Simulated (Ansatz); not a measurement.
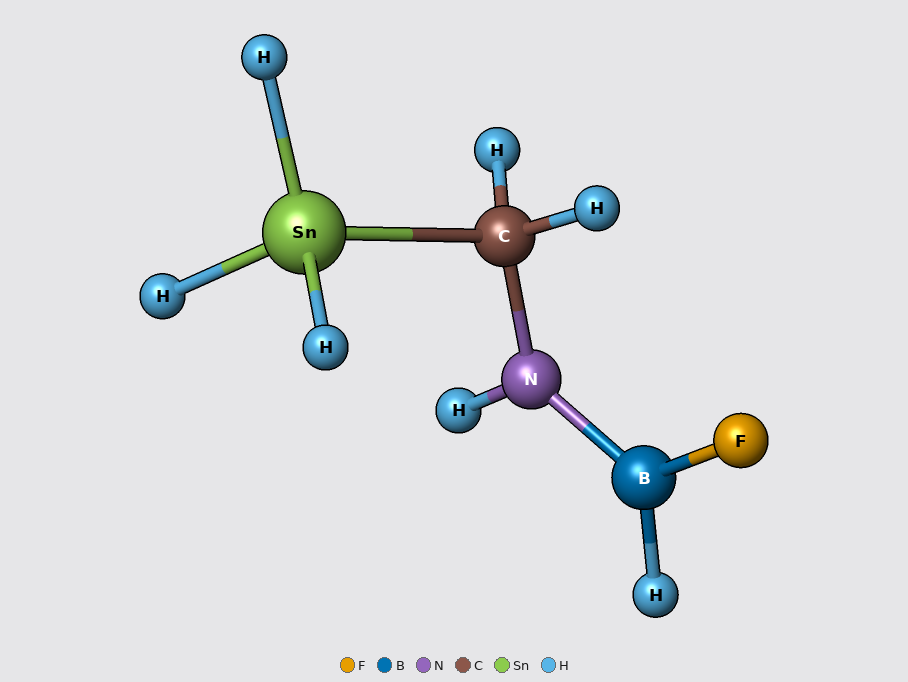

Sticks follow a distance rule. Harmonic vibrations computed with RKS PBE0-D4/def2-TZVP, core potentials on Sn (Ansatz 0.2.0) at a stationary point of the same level.

Q: Is this a minimum or a saddle point?

A: A minimum: no imaginary frequency, and the lowest mode lies at 40 cm⁻¹.

Q: List the wavenumbers.

A: 30 modes: 40, 76, 148, 213, 320, 389, 410, 565, 626, 643, 681, 717, 727, 792, 896, 943, 1090, 1157, 1226, 1239, 1401, 1473, 1538, 1928, 1935, 1949, 2641, 3068, 3144, 3644 cm⁻¹.
